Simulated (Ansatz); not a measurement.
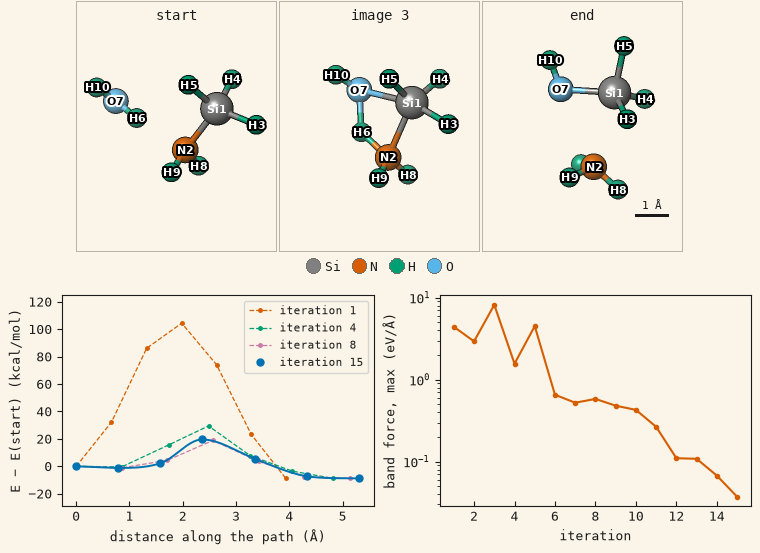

A nudged-elastic-band calculation for SiNH7O. Images are numbered from 0 (start) to 6 (end). The plot follows the band through its iterations. Style: ball-and-stick. Shown from a free direction.

Theory: Ansatz 0.2.0, RKS PBE0-D4/def2-SVP.

The input:
```yaml
crystal:
  periodic: [false, false, false]
  atoms:
    - {symbol: Si, position_ang: [-1.262222, -0.452822, -0.300353]}
    - {symbol: N, position_ang: [0.200556, -0.701192, 0.605917]}
    - {symbol: H, position_ang: [-2.287791, -1.521997, -0.132903]}
    - {symbol: H, position_ang: [-1.843770, 0.835147, 0.145851]}
    - {symbol: H, position_ang: [-0.889144, -0.396943, -1.736237]}
    - {symbol: H, position_ang: [1.328692, 0.898079, 0.203762]}
    - {symbol: O, position_ang: [1.796197, 1.738533, 0.064255]}
    - {symbol: H, position_ang: [0.138271, -0.597023, 1.609368]}
    - {symbol: H, position_ang: [0.744415, -1.525708, 0.393374]}
    - {symbol: H, position_ang: [2.074997, 1.723828, -0.853032]}
basis:
  gaussian: {orbitals: def2-SVP}
hamiltonian: {xc: pbe0, dispersion: d4}
neb:
  images: 5
  climbing: true
  max_iterations: 40
  initial_path: idpp
  final_atoms:
    - {symbol: Si, position_ang: [-0.688077, 0.331762, -0.693702]}
    - {symbol: N, position_ang: [0.465798, -0.676843, 1.220550]}
    - {symbol: H, position_ang: [-1.097827, -1.090011, -0.832348]}
    - {symbol: H, position_ang: [-1.360866, 1.018380, 0.439611]}
    - {symbol: H, position_ang: [-1.303565, 0.986412, -1.907669]}
    - {symbol: H, position_ang: [0.973507, 0.059483, 1.695382]}
    - {symbol: O, position_ang: [0.927798, 0.678571, -0.933437]}
    - {symbol: H, position_ang: [-0.118323, -1.155533, 1.894866]}
    - {symbol: H, position_ang: [1.147051, -1.332389, 0.857740]}
    - {symbol: H, position_ang: [1.054706, 1.180067, -1.740994]}
```

Launched with:
```bash
ansatz run in.yaml --threads 2 --pin off --events-out ev --progress --plain --max-ram 4352MiB
```

> Judge this run.

The run is converged, with reservations. The band converged in 15 iterations. The largest component of the band force went from 4.4 to 0.037 eV/Å. The climbing image converged on the top of the path. Its curvatures weren't checked. The largest force component is 0.28 eV/Å at the start and 0.53 eV/Å at the end; an end with forces this large is no minimum, and the barrier measured from it can be far off. The first iteration put the highest image at 104.4 kcal/mol. Relative to the start the highest point is image 3 at +19.6 kcal/mol and the end lies at −8.8 kcal/mol, but the profile dips to −1.2 kcal/mol at image 1 on the way, so an end point isn't at the bottom of its valley along this path.

Cost: 110 s on 2 threads of Arm Neoverse V2, on a shared host.
